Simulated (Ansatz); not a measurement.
**P2Ir (P2_1/c): converging the G0W0 gap**

Wanted: a G0W0 gap for P2Ir (P2_1/c) that is converged in bands and cutoff, or an estimate of the limit.

Calculated with Ansatz 0.2.0; G0W0 on LDA, plane waves, PAW.

### 1. The structure

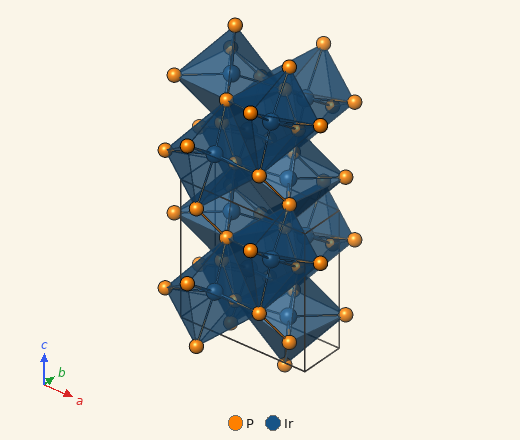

The cell as given, slightly off an axis (phosphorus orange, iridium blue). 1×1×2 cells are drawn. Some periodic images of atoms are drawn too.

The cell and positions are those that the Materials Project relaxed with its own functionals (PBE, PBE+U or r2SCAN), kept fixed. Spin-orbit coupling is left out unless a step names it. The default PAW set here is soft_2. Its files were made with PBE.

### 2. 138 empty bands, screening to 48 eV

G0W0 replaces the xc potential by the self-energy, built once from these orbitals. Only a window of levels is corrected, while the sums run over the empty bands that the input names.

input.yaml

```yaml
crystal:
  lattice:
    - [5.7723350975, 0.0, 0.0]
    - [0.0, 5.80673151, 0.0]
    - [-2.1284997265, 0.0, 5.4731408836]
  atoms:
    - { symbol: P, position: [0.1580067, 0.88188186, 0.87028772] }
    - { symbol: P, position: [0.8419933, 0.38188186, 0.62971228] }
    - { symbol: P, position: [0.8419933, 0.11811814, 0.12971228] }
    - { symbol: P, position: [0.1580067, 0.61811814, 0.37028772] }
    - { symbol: P, position: [0.33432299, 0.37720527, 0.18854639] }
    - { symbol: P, position: [0.66567701, 0.87720527, 0.31145361] }
    - { symbol: P, position: [0.66567701, 0.62279473, 0.81145361] }
    - { symbol: P, position: [0.33432299, 0.12279473, 0.68854639] }
    - { symbol: Ir, position: [0.27186641, 0.49883041, 0.79157869] }
    - { symbol: Ir, position: [0.72813359, 0.99883041, 0.70842131] }
    - { symbol: Ir, position: [0.72813359, 0.50116959, 0.20842131] }
    - { symbol: Ir, position: [0.27186641, 0.00116959, 0.29157869] }
kpoints:
  mp_grid: { grid: [4, 2, 4] }
hamiltonian:
  xc: lda
scf:
  occupations: { method: fixed }
gw:
  n_empty_bands: 138
  ecut_chi: 48
  qp_bands: [v4, c4]
  qp_kpoints: band_edges
  screening: { model: contour_deformation }
```

Started as:

```sh
$ ansatz run input.yaml --threads 24 --pin off --max-ram 82944MiB --backend cuda --events-out ev --progress --plain --runs-dir out --devices 1 --max-vram 78GiB
```

Numbers of over 12 decimals in the logs are rounded to 6 here.

Output:

```text
GPUs: using 1 of 1 available (devices: 1).
Engine: ansatz 0.2.0, aarch64-unknown-linux-gnu
Pseudopotentials: kind: paw
Pseudopotential: P, paw, valence charge 5, recommended cutoff 420 eV (normal), P.paw.azcp
Pseudopotential: Ir, paw, valence charge 17, recommended cutoff 420 eV (normal), Ir.paw.azcp
Functional definition: SPW92
  exchange = slater_x
  correlation = pw_c
[...]
Crystal: 12 atoms, lattice volume = 183.451 Å³
Basis set: ecut = 420 eV, 3599 PW (Γ)
Bands: 66, of which v1, the nominal top of the filled ones, is band 54 counted from 1 (53 counted from 0)
Symmetry: 4 space group operations
Space group: P21/c (ITA 14), of the structure as read, at distance tolerance 5.7e-5 Å
k-points: 20 of 32
Non-local potential: P, projectors of the file, l = 0: 2, l = 1: 2, l = 2: 2
Non-local potential: Ir, projectors of the file, l = 0: 3, l = 1: 2, l = 2: 2, l = 3: 1
PAW form: soft (Blöchl's): semilocal exchange-correlation on the pseudo side does not see the compensation charge
PAW frozen core: P, regenerated for the run's functional, and the local potential with it (the file was generated under x = pbe(κ = 0.804, μ = 0.219515), c = pbe(β = 0.066725))
PAW frozen core: Ir, regenerated for the run's functional, and the local potential with it (the file was generated under x = pbe(κ = 0.804, μ = 0.219515), c = pbe(β = 0.066725))
PAW one-centre angular grid: P, 110 points (default); XC on 64 Gauss nodes
PAW one-centre angular grid: Ir, 590 points (default); XC on 64 Gauss nodes
Initial density: superposition of atomic densities (neutral atoms: chi_scale 0, normalization atom), corrected by the library's trained network
Initial wavefunctions: pseudopotential atomic-orbital guess
[...]
Functional: x = slater, c = lda
SCF iter   1: F=—  HF=-52470.939616 eV  |F-HF|=—  |Δ(HF+E_count)|=         —  Δρ=6.87e-3  dr2=5.31e-2  ethr=1.77e-3  ⟨swp⟩=5.0  Hψ=4633  notcnv=0  defer=195
preconditioner: auto → Resta (q_TF=auto, 2.498 Å⁻¹)  ε∞=9.2  [insulator: Δε(μ)=0.625 eV  Ē_g=8.341 eV  n_scr=52 (ndim 8)  ℏωp=23.9 eV  f_vac=0.000  ε∞_Penn≈9.2]
SCF iter   2: F=—  HF=-52470.928157 eV  |F-HF|=—  |Δ(HF+E_count)|=   1.15e-2  Δρ=3.83e-3  dr2=1.55e-2  ethr=4.92e-5  ⟨swp⟩=2.2  Hψ=1910  notcnv=0  defer=200
SCF iter   3: F=—  HF=-52470.924233 eV  |F-HF|=—  |Δ(HF+E_count)|=   3.92e-3  Δρ=6.53e-4  dr2=1.21e-3  ethr=1.43e-5  ⟨swp⟩=2.0  Hψ=1994  notcnv=0  defer=200
SCF iter   4: F=—  HF=-52470.924022 eV  |F-HF|=—  |Δ(HF+E_count)|=   2.11e-4  Δρ=2.35e-4  dr2=8.01e-5  ethr=1.12e-6  ⟨swp⟩=2.0  Hψ=1766  notcnv=0  defer=200
SCF iter   5: F=—  HF=-52470.924009 eV  |F-HF|=—  |Δ(HF+E_count)|=   1.27e-5  Δρ=5.87e-5  dr2=5.40e-6  ethr=7.42e-8  ⟨swp⟩=2.3  Hψ=1857  notcnv=0  defer=169
SCF iter   6: F=—  HF=-52470.924009 eV  |F-HF|=—  |Δ(HF+E_count)|=   4.28e-7  Δρ=1.52e-5  dr2=3.85e-7  ethr=5.00e-9  ⟨swp⟩=2.6  Hψ=1892  notcnv=0  defer=169
SCF iter   7: F=-52470.924009 eV  HF=-52470.924009 eV  |F-HF|=6.21e-9  |Δ(HF+E_count)|=   2.05e-8  Δρ=3.04e-6  dr2=1.97e-8  ethr=9.26e-11  ⟨swp⟩=12.1  Hψ=5595  notcnv=0
SCF 1 converged in 7 iterations: F = -52470.924009 eV  dr2 = 1.97e-8
  greatest PAW one-centre occupation: 1.000 electrons in one spin orbital (limit 2), on the Ir atom at site 11 (counted from 0), in its partial waves of l = 0
[...]
NSCF: frozen V_eff on 20 k-points
the band table was solved once the SCF had ended and its energy, with any forces and stress, was formed, with the checks that follow a solve (5140 applications of the Hamiltonian). They found nothing against the state; the energy, forces and stress were not computed again (output.eigenvalues in the input reference)
[...]
NSCF: frozen V_eff on 20 k-points
G₀W₀ screening: q 1/20
[... further progress lines ...]
[...]
NSCF: frozen V_eff on 1 k-points
[...]
NSCF: frozen V_eff on 1 k-points
SCF converged after 7 iterations
Free energy (F): -52470.924009 eV
Harris-Foulkes:  -52470.924009 eV  (|F-HF|=6.21e-9)
Internal energy: -52470.924009 eV  (E = F + TS)
E sigma→0 (E₀):  -52470.924009 eV
Fermi energy:    13.767467 eV
--- Per-component energies (eV) ---
  E_band       = -823.364068
  E_kinetic    = 3073.823245
  E_local      = -8178.312133  (includes V_loc(G=0)·N_el)
  E_nonlocal   = 591.533913
[...]
9    58     16.2432   -15.8729    -3.3593   -20.3353  0.7784    17.3668    17.3462  root
    12    51     13.1733   -20.0016     2.3085   -18.2425  0.7789    13.7195    13.7227  root
    12    52     13.1733   -20.0016     2.3085   -18.2425  0.7789    13.7195    13.7227  root
    12    53     13.5655   -19.0569     1.9219   -17.7000  0.7857    14.1279    14.1306  root
    12    54     13.5655   -19.0569     1.9219   -17.7000  0.7857    14.1279    14.1306  root
    12    55     15.2709   -15.9529    -2.7866   -19.7657  0.7783    16.3136    16.2972  root
    12    56     15.2709   -15.9529    -2.7866   -19.7657  0.7783    16.3136    16.2972  root
    12    57     15.6483   -17.3103    -3.0767   -21.5378  0.7780    16.8204    16.7991  root
    12    58     15.6483   -17.3103    -3.0767   -21.5378  0.7780    16.8204    16.7991  root
    14    51     12.1340   -23.8220     3.3574   -21.0417  0.7597    12.7062    12.7111  root
    14    52     12.2082   -19.1046     2.5245   -17.0141  0.7675    12.6394    12.6421  root
    14    53     13.4672   -20.1510     2.0640   -18.6977  0.7838    14.0748    14.0779  root
    14    54     13.6926   -19.9259     2.0729   -18.4579  0.7846    14.2944    14.2974  root
    14    55     15.2305   -18.7586    -2.4585   -22.2986  0.7721    16.3323    16.3121  root
    14    56     15.5340   -15.5471    -3.2271   -19.8628  0.7809    16.6413    16.6226  root
    14    57     15.8620   -13.9938    -3.4225   -18.4104  0.7780    16.8720    16.8561  root
    14    58     16.0218   -16.5901    -3.0191   -20.6916  0.7687    17.1220    17.1040  root
    15    51     12.5020   -22.1095     2.8659   -19.8047  0.7689    13.0589    13.0631  root
    15    52     13.0247   -17.3158     1.8334   -15.9543  0.7823    13.4944    13.4966  root
    15    53     13.0700   -20.4139     2.2414   -18.7576  0.7793    13.6517    13.6551  root
    15    54     13.3479   -21.3566     2.3757   -19.6103  0.7789    13.9735    13.9773  root
    15    55     15.2071   -17.0030    -2.7513   -20.8134  0.7772    16.2839    16.2662  root
    15    56     15.4480   -14.6629    -3.2518   -18.9558  0.7842    16.5047    16.4890  root
    15    57     16.1740   -13.9545    -3.4885   -18.4484  0.7735    17.1953    17.1794  root
[...]
19    51     12.9935   -18.6051     2.2446   -16.8338  0.7786    13.4643    13.4669  root
    19    52     12.9935   -18.6051     2.2446   -16.8338  0.7786    13.4643    13.4669  root
    19    53     13.7675   -17.0863     1.4751   -16.1549  0.7906    14.3090    14.3111  root
    19    54     13.7675   -17.0863     1.4751   -16.1549  0.7906    14.3090    14.3111  root
    19    55     15.3787   -18.4357    -2.8698   -22.5189  0.7822    16.6140    16.5923  root
    19    56     15.3787   -18.4357    -2.8698   -22.5189  0.7822    16.6140    16.5923  root
    19    57     16.1470   -14.1272    -3.3580   -18.4672  0.7660    17.1468    17.1290  root
    19    58     16.1470   -14.1272    -3.3580   -18.4672  0.7660    17.1468    17.1290  root
```

The job ended after 5.6 s (1 × NVIDIA GB200 (shared by 2 runs) with 24 threads of Arm Neoverse V2, shared host; peak memory 1.6 GiB; 24 s of CPU time).

The column dr2 measures how far the density is from self-consistency, as an energy; F and HF (Harris–Foulkes) agree once it is small.

Numbers from this step:

* bands summed: 192
* RPA ε∞ on this mesh (eigenvalues): 16.13, 17.92, 19.32
* plane waves in the screening matrix: 141
* q-points in the mesh: 32
* G0W0 gap on the mesh: 1.100 eV
* k of the valence top: -0.5, -0.5, -0.5
* k of the conduction bottom: 0, 0, 0
* starting gap on the mesh: 0.6132 eV
* Z at the valence top: 0.7906
* Z at the conduction bottom: 0.7767
* least direct G0W0 gap on the computed points: 1.996 eV

The gap on the mesh goes from 0.61 eV to 1.10 eV, a correction of +0.49 eV. Between the two edge states, bare exchange in place of the xc potential would open the gap by 4.20 eV, and correlation takes back 3.72 eV.

### 3. 391 empty bands, screening to 96 eV

Bands and screening cutoff are moved together, since each hides the error of the other.

input.yaml: that of step 2 with these lines changed.

```diff
@@ -25,4 +25,4 @@
 gw:
-  n_empty_bands: 138
-  ecut_chi: 48
+  n_empty_bands: 391
+  ecut_chi: 96
   qp_bands: [v4, c4]
```

Output:

```text
GPUs: using 1 of 1 available (devices: 1).
[...]
Crystal: 12 atoms, lattice volume = 183.451 Å³
Basis set: ecut = 420 eV, 3599 PW (Γ)
Bands: 66, of which v1, the nominal top of the filled ones, is band 54 counted from 1 (53 counted from 0)
Symmetry: 4 space group operations
[...]
k-points: 20 of 32
[...]
SCF iter   1: F=—  HF=-52470.939616 eV  |F-HF|=—  |Δ(HF+E_count)|=         —  Δρ=6.87e-3  dr2=5.31e-2  ethr=1.77e-3  ⟨swp⟩=5.0  Hψ=4633  notcnv=0  defer=195
[...]
SCF iter   7: F=-52470.924009 eV  HF=-52470.924009 eV  |F-HF|=6.21e-9  |Δ(HF+E_count)|=   2.05e-8  Δρ=3.04e-6  dr2=1.97e-8  ethr=9.26e-11  ⟨swp⟩=12.1  Hψ=5595  notcnv=0
SCF 1 converged in 7 iterations: F = -52470.924009 eV  dr2 = 1.97e-8
[...]
NSCF: frozen V_eff on 20 k-points
[...]
G₀W₀ screening: q 1/20
[... further progress lines ...]
[...]
SCF converged after 7 iterations
Free energy (F): -52470.924009 eV
[...]
Internal energy: -52470.924009 eV  (E = F + TS)
E sigma→0 (E₀):  -52470.924009 eV
Fermi energy:    13.767467 eV
[...]
9    58     16.2432   -15.8729    -3.8250   -20.3353  0.7706    16.8867    16.8806  root
    12    51     13.1733   -20.0016     1.8371   -18.2425  0.7722    13.2513    13.2514  root
    12    52     13.1733   -20.0016     1.8371   -18.2425  0.7722    13.2513    13.2514  root
    12    53     13.5655   -19.0569     1.4373   -17.7000  0.7790    13.6459    13.6460  root
    12    54     13.5655   -19.0569     1.4373   -17.7000  0.7790    13.6459    13.6460  root
    12    55     15.2709   -15.9529    -3.2529   -19.7657  0.7699    15.8353    15.8309  root
    12    56     15.2709   -15.9529    -3.2529   -19.7657  0.7699    15.8353    15.8309  root
    12    57     15.6483   -17.3103    -3.5469   -21.5378  0.7693    16.3351    16.3289  root
[...]
19    55     15.3787   -18.4357    -3.3570   -22.5189  0.7738    16.1116    16.1050  root
    19    56     15.3787   -18.4357    -3.3570   -22.5189  0.7738    16.1116    16.1050  root
    19    57     16.1470   -14.1272    -3.8273   -18.4672  0.7578    16.6649    16.6597  root
    19    58     16.1470   -14.1272    -3.8273   -18.4672  0.7578    16.6649    16.6597  root
```

Wall time 11 s (1 × NVIDIA GB200 (shared by 2 runs) with 24 threads); peak memory 2.4 GiB; 43 s of CPU time.

Numbers from this step:

| Property | Result |
| --- | --- |
| bands summed | 445 |
| RPA ε∞ on this mesh (eigenvalues) | 15.87, 17.57, 18.90 |
| plane waves in the screening matrix | 399 |
| q-points in the mesh | 32 |
| G0W0 gap on the mesh | 1.139 eV |
| k of the valence top | -0.5, -0.5, -0.5 |
| k of the conduction bottom | 0, 0, 0 |
| starting gap on the mesh | 0.6132 eV |
| Z at the valence top | 0.7840 |
| Z at the conduction bottom | 0.7683 |
| least direct G0W0 gap on the computed points | 2.016 eV |

Against the run with 4×2×4 mesh, 138 empty bands, screening to 48 eV, the gap moves by +0.04 eV.

### 4. 843 empty bands, screening to 160 eV

input.yaml: that of step 3 with these lines changed.

```diff
@@ -25,4 +25,4 @@
 gw:
-  n_empty_bands: 391
-  ecut_chi: 96
+  n_empty_bands: 843
+  ecut_chi: 160.0
   qp_bands: [v4, c4]
```

Output:

```text
GPUs: using 1 of 1 available (devices: 1).
[...]
Crystal: 12 atoms, lattice volume = 183.451 Å³
Basis set: ecut = 420 eV, 3599 PW (Γ)
Bands: 66, of which v1, the nominal top of the filled ones, is band 54 counted from 1 (53 counted from 0)
Symmetry: 4 space group operations
[...]
k-points: 20 of 32
[...]
12    57     15.6483   -17.3103    -3.7831   -21.5378  0.7665    16.0953    16.0927  root
[...]
19    55     15.3787   -18.4357    -3.6058   -22.5189  0.7710    15.8586    15.8562  root
    19    56     15.3787   -18.4357    -3.6058   -22.5189  0.7710    15.8586    15.8562  root
    19    57     16.1470   -14.1272    -4.0522   -18.4672  0.7551    16.4365    16.4348  root
    19    58     16.1470   -14.1272    -4.0522   -18.4672  0.7551    16.4365    16.4348  root
[key lines of the parts left out:]
SCF converged after 7 iterations
Free energy (F): -52470.924009 eV
Fermi energy:    13.767467 eV
```

The job ended after 42 s (1 × NVIDIA GB200 (shared by 2 runs) with 24 threads; peak memory 4.7 GiB; 2.4 min of CPU time).

This step gave:

```
bands summed                                 : 897
RPA ε∞ on this mesh (eigenvalues)            : 15.78, 17.46, 18.80
plane waves in the screening matrix          : 843
G0W0 gap on the mesh                         : 1.152 eV
k of the valence top                         : -0.5, -0.5, -0.5
k of the conduction bottom                   : 0, 0, 0
starting gap on the mesh                     : 0.6132 eV
least direct G0W0 gap on the computed points : 2.017 eV
```

Against the run with 4×2×4 mesh, 391 empty bands, screening to 96 eV, the gap moves by +0.013 eV.

### 5. Changing the k mesh: 2×2×2 mesh, 391 empty bands, screening to 96 eV

Only the mesh changes. It samples the long-range screening, which converges on its own terms. Bands and cutoff differ from the step before, so it is read against an earlier run that matches them.

input.yaml: that of step 4 with these lines changed.

```diff
@@ -19,3 +19,3 @@
 kpoints:
-  mp_grid: { grid: [4, 2, 4] }
+  mp_grid: { grid: [2, 2, 2] }
 hamiltonian:
@@ -25,4 +25,4 @@
 gw:
-  n_empty_bands: 843
-  ecut_chi: 160.0
+  n_empty_bands: 391
+  ecut_chi: 96
   qp_bands: [v4, c4]
```

Output:

```text
GPUs: using 1 of 1 available (devices: 1).
[...]
Crystal: 12 atoms, lattice volume = 183.451 Å³
Basis set: ecut = 420 eV, 3599 PW (Γ)
Bands: 66, of which v1, the nominal top of the filled ones, is band 54 counted from 1 (53 counted from 0)
Symmetry: 4 space group operations
[...]
k-points: 8
[...]
1    57     15.8214   -15.4764    -3.9020   -19.9888  0.7678    16.4374    16.4317  root
[...]
7    55     15.3657   -18.1329    -3.6610   -22.5176  0.7697    16.0969    16.0893  root
     7    56     15.3657   -18.1329    -3.6610   -22.5176  0.7697    16.0969    16.0893  root
     7    57     16.1458   -14.0198    -3.9392   -18.4635  0.7569    16.6547    16.6504  root
     7    58     16.1458   -14.0198    -3.9392   -18.4635  0.7569    16.6547    16.6504  root
[key lines of the parts left out:]
SCF converged after 7 iterations
Free energy (F): -52470.723898 eV
Fermi energy:    13.772923 eV
```

Wall time 2.8 s (1 × NVIDIA GB200 (shared by 2 runs) with 24 threads); peak memory 1.7 GiB.

Numbers from this step:

```
bands summed                                 : 445
RPA ε∞ on this mesh (eigenvalues)            : 17.62, 19.47, 21.59
plane waves in the screening matrix          : 399
G0W0 gap on the mesh                         : 1.130 eV
k of the valence top                         : -0.5, -0.5, -0.5
k of the conduction bottom                   : 0, 0, 0
starting gap on the mesh                     : 0.6036 eV
least direct G0W0 gap on the computed points : 1.999 eV
```

Against the run with 4×2×4 mesh, 391 empty bands, screening to 96 eV, the gap moves by −0.009 eV.

### 6. Changing the frequency model: 4×2×4 mesh, 391 empty bands, screening to 96 eV, plasmon pole

A plasmon pole stands in for the full frequency dependence of the screening; this run shows what that costs in accuracy.

input.yaml: that of step 5 with these lines changed.

```diff
@@ -19,3 +19,3 @@
 kpoints:
-  mp_grid: { grid: [2, 2, 2] }
+  mp_grid: { grid: [4, 2, 4] }
 hamiltonian:
@@ -29,2 +29,2 @@
   qp_kpoints: band_edges
-  screening: { model: contour_deformation }
+  screening: { model: godby_needs }
```

Output:

```text
GPUs: using 1 of 1 available (devices: 1).
[...]
Crystal: 12 atoms, lattice volume = 183.451 Å³
Basis set: ecut = 420 eV, 3599 PW (Γ)
Bands: 66, of which v1, the nominal top of the filled ones, is band 54 counted from 1 (53 counted from 0)
Symmetry: 4 space group operations
[...]
k-points: 20 of 32
[...]
12    57     15.6483   -17.3103    -3.4941   -21.5378  0.7961    16.3837    16.3817  root
[...]
19    55     15.3787   -18.4357    -3.3134   -22.5189  0.7968    16.1505    16.1485  root
    19    56     15.3787   -18.4357    -3.3134   -22.5189  0.7968    16.1505    16.1485  root
    19    57     16.1470   -14.1272    -3.7660   -18.4672  0.7920    16.7221    16.7210  root
    19    58     16.1470   -14.1272    -3.7660   -18.4672  0.7920    16.7221    16.7210  root
[key lines of the parts left out:]
SCF converged after 7 iterations
Free energy (F): -52470.924009 eV
Fermi energy:    13.767467 eV
```

Wall time 14 s (1 × NVIDIA GB200 (shared by 2 runs) with 24 threads); peak memory 2.7 GiB.

This step gave:

* bands summed: 445
* plasmon-pole fit frequency: 28.49 eV
* RPA ε∞ on this mesh (eigenvalues): 15.87, 17.57, 18.90
* plane waves in the screening matrix: 399
* G0W0 gap on the mesh: 1.191 eV
* k of the valence top: -0.5, 0, 0
* k of the conduction bottom: 0, 0, 0
* starting gap on the mesh: 0.6132 eV
* least direct G0W0 gap on the computed points: 2.068 eV

Against the run with 4×2×4 mesh, 391 empty bands, screening to 96 eV, the gap moves by +0.05 eV.

(Continued in part 2 of 2.)

[Paths, hosts, dates, memory and timing lines, banners, echoed tables and standing remarks are left out of the program output.]

[Logs are printed without paths, hosts, clocks, repeated set-up lines and the standing remarks that a program may print on its own settings, such as how far it seeks lower states.]

[Runs of the session that timed out or met a known fault of the program may be left out.]

[Cells called generated may have been cut or substituted from an entry of the Crystallography Open Database or the Materials Project.]

[Hosts, paths, dates, database ids (printed as entryN), source tags and the programs' standing remarks are cut or masked in the printed files.]
